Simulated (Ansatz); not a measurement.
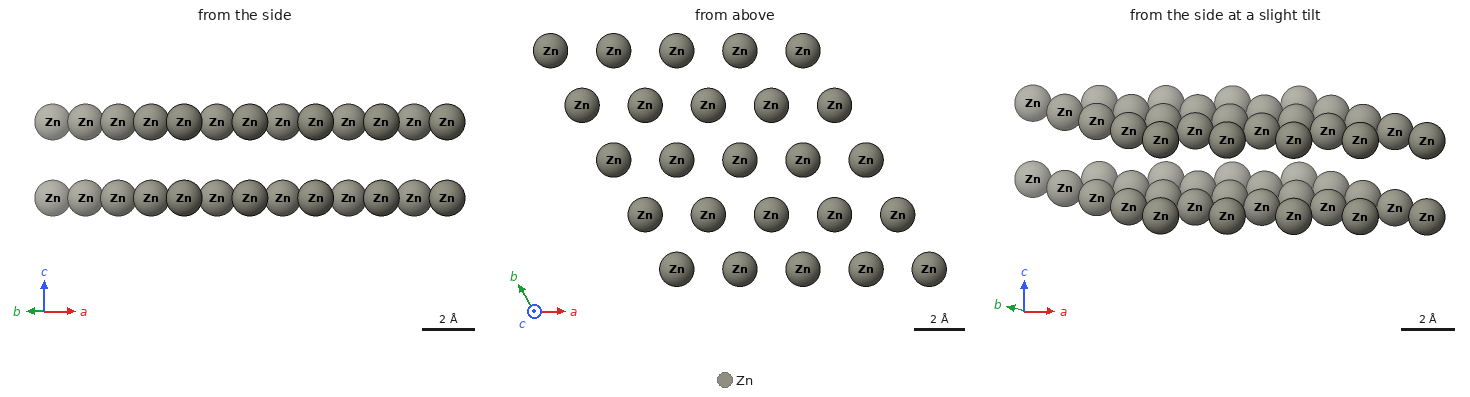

A spheres-only picture of a periodic sheet, seen from the side, from above and from the side at a slight tilt. The surface normal points up in side views; the vacuum is left out. 4×4 cells are drawn in the plane, with atoms at the edges repeated.

The cell holds 2 Zn.

**How thick is the slab?**

About 3.0 Å from the lowest to the highest atom.

**Write the layer sequence, upper face first.**

Two planes: Zn / Zn.

Provenance: a structure type filled with this element by a generator (whether the element takes this form wasn't checked). The picture shows the end point of a geometry optimisation with Ansatz 0.2.0, DFT PBE, scalar-relativistic, plane waves, PAW.
